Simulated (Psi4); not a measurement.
# AlH (SMILES [AlH]): MP2/def2-TZVPPD

What is the vertical ionisation energy of AlH at MP2/def2-TZVPPD? 

The calculation is run with Psi4 1.11.

1 further run of the same task is left out (set aside as unsound or not needed).

### 1 The structure to begin with

AlH has 2 atoms, charge 0, and is taken as a singlet. As SMILES, `[AlH]`. The shape is that of a PBE0-D4/def2-TZVP optimisation.

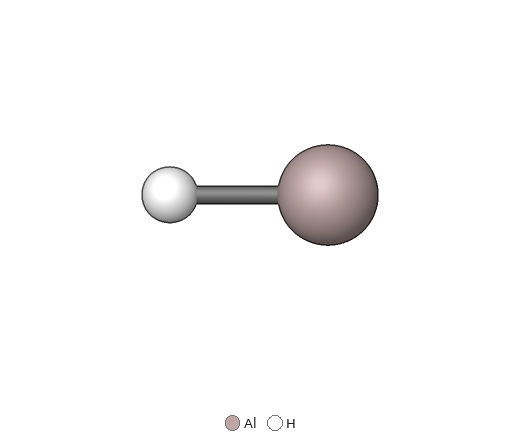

The structure, seen from a chosen angle (aluminium light grey, hydrogen white).

### 2 A single-point energy at MP2/def2-TZVPPD

File run.py:

```python
import psi4

psi4.set_memory('2200 MB')
psi4.set_num_threads(1)
psi4.core.set_output_file('alh.out', False)

molecule = psi4.geometry("""
0 1
Al
H 1 1.66475
symmetry c1
""")

psi4.set_options({
    'basis': 'def2-TZVPPD',
    'reference': 'rhf',
    'puream': True,
    'e_convergence': 1e-09,
    'd_convergence': 1e-08,
    'scf_type': 'pk',
    'num_frozen_docc': 5,
    'mp2_type': 'conv',
})

E = psi4.energy("mp2", molecule=molecule)
print(f'total energy {E:.8f} hartree = {E * 27.211386:.5f} eV')
```

The run is started by

```
$ python run.py
```

alh.out:

```text
[...]
  Running in c1 symmetry.
[...]
  Nuclear repulsion =    4.132334427817991
[...]
  Multiplicity = 1
[...]
  Nalpha       = 7
  Nbeta        = 7
[...]
    Number of basis functions: 65
[...]
   @RHF iter   1:  -242.45374190416396   -5.52386e-01   1.80750e-03 ADIIS/DIIS
[...]
   @RHF iter   8:  -242.45793538680942   -3.75451e-11   8.08055e-09 DIIS
[...]
    Orbital Energies [Eh]
    ---------------------
    Doubly Occupied:
       1A    -58.489664     2A     -4.901583     3A     -3.210901
       4A     -3.210901     5A     -3.209819     6A     -0.494078
       7A     -0.289243
[...]
  @RHF Final Energy:  -242.45793538680942
   => Energetics <=
    Nuclear Repulsion Energy =              4.1323344278179910
    One-Electron Energy =                -345.5681620810689196
    Two-Electron Energy =                  98.9778922664415290
    Total Energy =                       -242.4579353868094245
[...]
 Multipole Moments:
 ------------------------------------------------------------------------------------
     Multipole            Electronic (a.u.)      Nuclear  (a.u.)        Total (a.u.)
 ------------------------------------------------------------------------------------
 L = 1.  Multiply by 2.5417464519 to convert [e a0] to [Debye]
 Dipole X            :          0.0000000            0.0000000            0.0000000
 Dipole Y            :          0.0000000            0.0000000            0.0000000
 Dipole Z            :         -1.5498814            1.5600499            0.0101685
 Magnitude           :                                                    0.0101685
[...]
	SCS-MP2 Total Energy (a.u.)        :  -242.52989838210669
	SOS-MP2 Total Energy (a.u.)        :  -242.52882322844096
	SCSN-MP2 Total Energy (a.u.)       :  -242.46361219816464
[...]
	SOS-PI-MP2 Total Energy (a.u.)     :  -242.54063786871288
[...]
	MP2 Total Energy (a.u.)            :  -242.52023404916633
[...]
```

The script printed:

```text
total energy -242.52023405 hartree = -6599.31170 eV
```

Run time: 3.3 s. Hardware: 1 thread of Intel Xeon Platinum 8259CL at 2.50GHz (Skylake/Cascade Lake), shared host; peak memory 0.27 GiB.

### 3 The doublet cation

File alh.in:

```
memory 2200 MB

molecule {
  1 2
  Al     0.000000     0.000000    -0.025640
  H      0.000000     0.000000     1.639110
  symmetry c1
  no_reorient
  no_com
}

set basis def2-TZVPPD
set reference uhf
set puream true
set e_convergence 1e-09
set d_convergence 1e-08
set scf_type pk
set num_frozen_docc 5
set mp2_type conv
set maxiter 100

energy("mp2")
print_variables()
```

The run is started by

```
$ psi4 alh.in alh.out -n 1
```

alh.out:

```text
[...]
  Running in c1 symmetry.
[...]
  Nuclear repulsion =    4.132334427817991
[...]
  Multiplicity = 2
[...]
  Nalpha       = 7
  Nbeta        = 6
[...]
    Number of basis functions: 65
[...]
   @UHF iter   1:  -242.15893663083227   -2.57581e-01   2.36812e-03 DIIS/ADIIS
[...]
   @UHF iter  12:  -242.19138853823418   -2.61480e-12   3.51949e-09 DIIS
[...]
   @S^2 Observed:                7.853362835E-01
[...]
    Orbital Energies [Eh]
    ---------------------
    Alpha Occupied:
       1A    -58.817034     2A     -5.226193     3A     -3.536379
       4A     -3.533546     5A     -3.533546     6A     -0.802415
       7A     -0.621737
    Alpha Virtual:
       8A     -0.206972     9A     -0.206972    10A     -0.094569
      11A     -0.091932    12A     -0.045358    13A     -0.045358
      14A     -0.041912    15A     -0.041912    16A     -0.006841
      17A      0.035420    18A      0.095378    19A      0.095378
      20A      0.106212    21A      0.106212    22A      0.133022
      23A      0.133022    24A      0.135846    25A      0.180189
[...]
  @UHF Final Energy:  -242.19138853823418
   => Energetics <=
    Nuclear Repulsion Energy =              4.1323344278179910
    One-Electron Energy =                -341.2545629710581920
    Two-Electron Energy =                  94.9308400050060470
    Total Energy =                       -242.1913885382341789
  UHF NO Occupations:
  HONO-2 :    5  A 1.9999931
  HONO-1 :    6  A 1.9821864
[...]
 Multipole Moments:
 ------------------------------------------------------------------------------------
     Multipole            Electronic (a.u.)      Nuclear  (a.u.)        Total (a.u.)
 ------------------------------------------------------------------------------------
 L = 1.  Multiply by 2.5417464519 to convert [e a0] to [Debye]
 Dipole X            :          0.0000000            0.0000000            0.0000000
 Dipole Y            :          0.0000000            0.0000000            0.0000000
 Dipole Z            :         -2.5946132            2.4675855           -0.1270278
 Magnitude           :                                                    0.1270278
[...]
	SCS-MP2 Total Energy (a.u.)        :  -242.23009014533895
	SOS-MP2 Total Energy (a.u.)        :  -242.22969229972543
	SCSN-MP2 Total Energy (a.u.)       :  -242.19348916307362
[...]
	SOS-PI-MP2 Total Energy (a.u.)     :  -242.23607625997397
[...]
	MP2 Total Energy (a.u.)            :  -242.22450187631748
[...]
```

Run time: 3.9 s. Hardware: 1 thread of Intel Xeon Platinum 8259CL at 2.50GHz (Skylake/Cascade Lake), shared host; peak memory 0.27 GiB.

### 4 What came out

Level: MP2/def2-TZVPPD, 5 core orbitals frozen.

| quantity | value |
| --- | --- |
| singlet AlH: total energy | -242.52023 Eh |
| singlet AlH: HOMO energy (Hartree–Fock orbitals) | -7.87 eV |
| singlet AlH: LUMO energy (Hartree–Fock orbitals) | 0.82 eV |
| singlet AlH: HOMO–LUMO gap (Hartree–Fock orbitals) | 8.69 eV |
| singlet AlH: correlation energy (5 core orbitals frozen) | -62.3 mEh |
| doublet cation: total energy | -242.22450 Eh |
| doublet cation: HOMO energy (Hartree–Fock orbitals) (highest over α and β) | -16.92 eV |
| doublet cation: LUMO energy (Hartree–Fock orbitals) (lowest over α and β) | -6.73 eV |
| doublet cation: correlation energy (5 core orbitals frozen) | -33.1 mEh |
| doublet cation: ⟨S²⟩ of the reference determinant | 0.785 |
| vertical ionisation energy (to the doublet cation) | 8.047 eV |

In words: Removing an electron at fixed nuclei costs 8.05 eV (776 kJ/mol).
